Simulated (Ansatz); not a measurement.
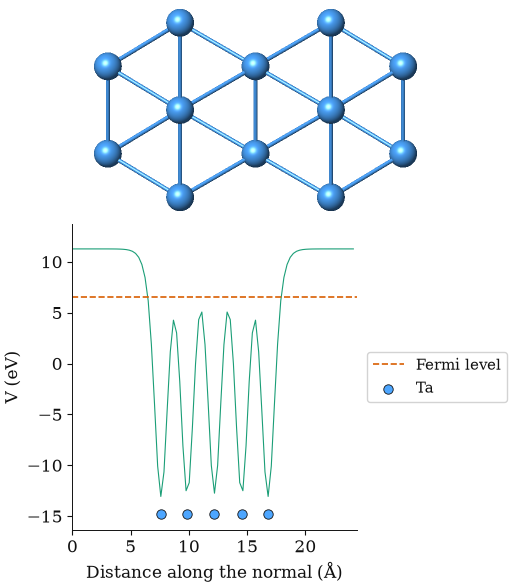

Plane-averaged electrostatic potential energy of an electron across the slab; circles at the bottom mark the heights of the atoms (positions after relaxation). The structure is drawn too.

System: a (110) slab cut from Ta (Im-3m), 5 atoms in the cell.

Level of theory: DFT PBE, scalar-relativistic, plane waves, PAW, no spin polarisation, 13×13×1 k mesh, 420 eV cutoff; code Ansatz.

Question: What is the work function?

Answer: The work function is 4.76 eV, the same on both faces. The two vacuum levels agree, so the slab has no net dipole along its normal.

Question: How thick are slab and vacuum?

Answer: The outermost atoms are 9.2 Å apart, which leaves 15.2 Å of vacuum in a cell 24.4 Å high.

Spin-orbit coupling is left out, which matters for Ta.
